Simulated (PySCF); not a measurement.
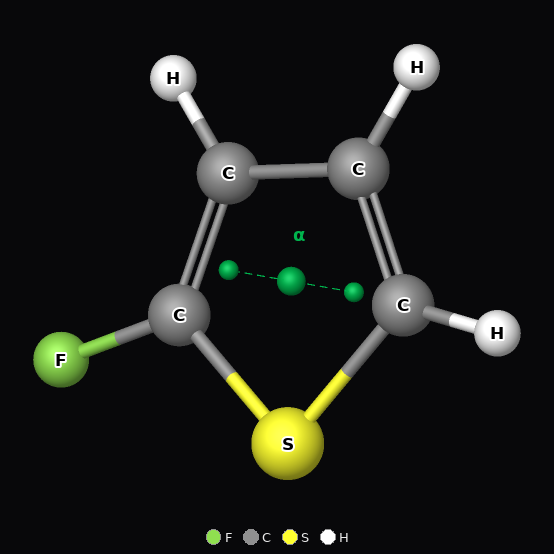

The small points mark where nucleus-independent chemical shifts (NICS) were computed: at the centre of each lettered ring and 1 Å above and below it. The computed structure is the end point of a PBE0-D3(BJ)/def2-TZVP optimisation. No frequency run is at hand to confirm it as a minimum. Method: GIAO ωB97X-D/pcSseg-2 NMR shielding, non-relativistic, IEF-PCM chloroform (PySCF 2.14.0).

Give NICS(0), NICS(1) and the out-of-plane component NICS(1)zz for each ring (means of the two sides).

```tsv
ring	members	NICS(0)	NICS(1)	NICS(1)zz
α	C4S	−12.8	−8.7	−24.3
```

Values in ppm.

Question. What do the values say about the ring currents?

Answer. Ring α: diatropic, as in an aromatic ring. NICS is one index among several.
